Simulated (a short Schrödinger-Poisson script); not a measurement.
Stack: symmetric double-gate stack, SiO2 on p-type Si(100), at 300 K.

```
layer  material  thickness (nm)  Na (cm⁻³)
-----  --------  --------------  ---------
1          SiO2             2.3          -
2            Si               4       9e17
3          SiO2             2.3          -
```

The device is made up for the run: typed textbook-type constants, with dimensions and the other settings drawn at random. SiO2: permittivity 3.9, conduction-band edge (eV) 3.15, gap (eV) 9, electron mass (mₑ) 0.5. Si: permittivity 11.7, conduction-band edge (eV) 0, gap (eV) 1.124, Nv at 300 K (cm⁻³) 3.1e19.

Channel valleys (confinement mass, in-plane density-of-states mass, number): Δ2 0.916, 0.19, 2; Δ4 0.19, 0.417, 4. At the gates, both at one voltage, the conduction-band edge of layer 1 lies 3.21 eV − eVg above the Fermi level of the channel. Gaps are held at their typed values at every temperature. Mesh 0.03 nm at interfaces.

From a short Schrödinger-Poisson script (our own, NumPy): 1D Poisson equation in equilibrium, electrons quantum, Hartree (BenDaniel-Duke, 12 states a valley, the channel's in-plane mass for all, wave functions ending at the dielectric), parabolic valleys, classical holes, full ionisation, no traps, pinning or gate leakage.

Only gate voltages with over 1e8 electrons/cm² are shown.

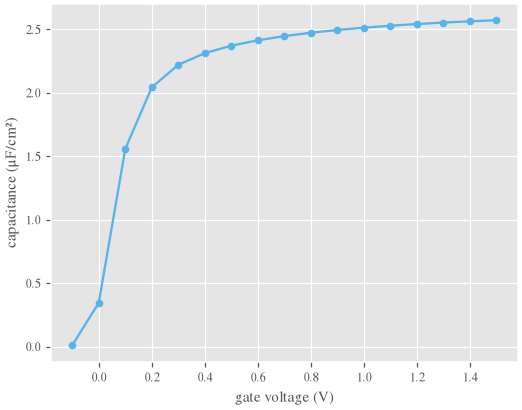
*Quasi-static capacitance against gate voltage*

```tsv
Vg (V)	electrons (cm⁻²)	C (μF/cm²)	Δ2 E0 (meV)	Δ2 E1 (meV)	Δ4 E0 (meV)	Δ4 E1 (meV)
-0.1	1.55e9	0.00976	207.4	283.9	305.4	676.0
0.1	6.69e11	1.56	49.0	124.2	147.0	516.3
0.3	3.16e12	2.22	3.4	74.2	101.6	466.4
0.5	6.04e12	2.37	-18.9	47.1	79.7	439.6
0.7	9.05e12	2.45	-34.2	27.2	64.9	420.2
0.9	1.21e13	2.49	-46.0	11.2	53.8	404.7
1.1	1.53e13	2.53	-55.7	-2.4	45.1	391.9
1.3	1.84e13	2.55	-64.1	-14.4	37.8	380.7
1.5	2.16e13	2.57	-71.5	-25.2	31.6	370.8
```

Subbands count from the Fermi level. The capacitance is that of both gates.
